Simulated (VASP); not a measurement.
Band structure of ScS (relaxed from the CsCl type structure, space group Pm-3m). All values below come from PBE GGA, VASP's PBE PAW potentials (set 64) (plane waves; VASP).

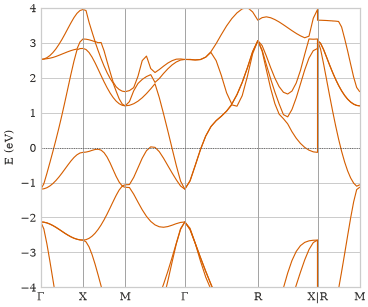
Bands along high-symmetry lines, zero at the valence-band maximum or, without a gap, the Fermi level

Task: Read the plot: is there a gap, and where are the band edges?

Result: It has no gap at this level: it comes out as a metal or semimetal. (Edges off the drawn lines would not show.)

The structure was generated: ScS was put into the CsCl type type (Pm-3m), which need not be its known phase. It was relaxed first, which changed the volume by -26 %. The electron count is odd and the run is not spin-polarised, which forces a metal.
